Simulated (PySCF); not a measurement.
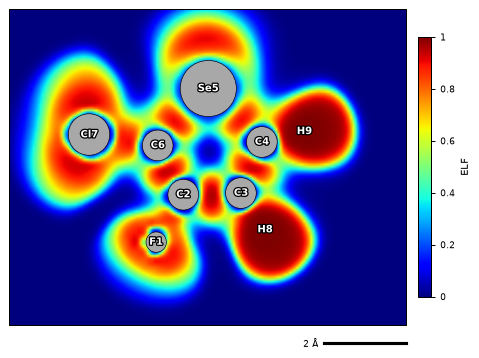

C₄H₂ClFSe. ELF on the molecular plane. Grey discs cover the atomic cores.

Geometry: GFN2-xTB.

Theory: PBE0/def2-SVPD, SCF density, gas phase (PySCF 2.14.0).

| atom | x (Å) | y (Å) | z (Å) |
| --- | --- | --- | --- |
| F | 1.3225 | -1.8015 | -0.0585 |
| C | 0.6176 | -0.6621 | -0.0265 |
| C | -0.7986 | -0.6720 | 0.0082 |
| C | -1.3561 | 0.5624 | 0.0375 |
| Se | -0.0883 | 1.9207 | 0.0242 |
| C | 1.2018 | 0.5691 | -0.0247 |
| Cl | 2.8769 | 0.8964 | -0.0616 |
| H | -1.3557 | -1.5921 | 0.0101 |
| H | -2.4066 | 0.7851 | 0.0660 |

Interpret the plot.

Atoms in the plane: F, C, Se, Cl and H. C–F (1.34 Å): the ELF peaks at about 0.85 between the atoms: a polar covalent bond. C–C (1.35 Å): the ELF peaks at about 0.95 between the atoms, as expected for a covalent bond. C–Cl (1.71 Å): the ELF peaks at about 0.90 between the atoms, as expected for a covalent bond. C–Se (1.86 Å): the ELF peaks at about 0.90 between the atoms: a covalent bond. C–H (1.07 Å): the ELF climbs to about 1 towards the hydrogen, as it does in any bond to H: an ordinary covalent bond to hydrogen. The ELF also peaks beside F1, Cl7 and Se5, away from the bonds: lone-pair regions.
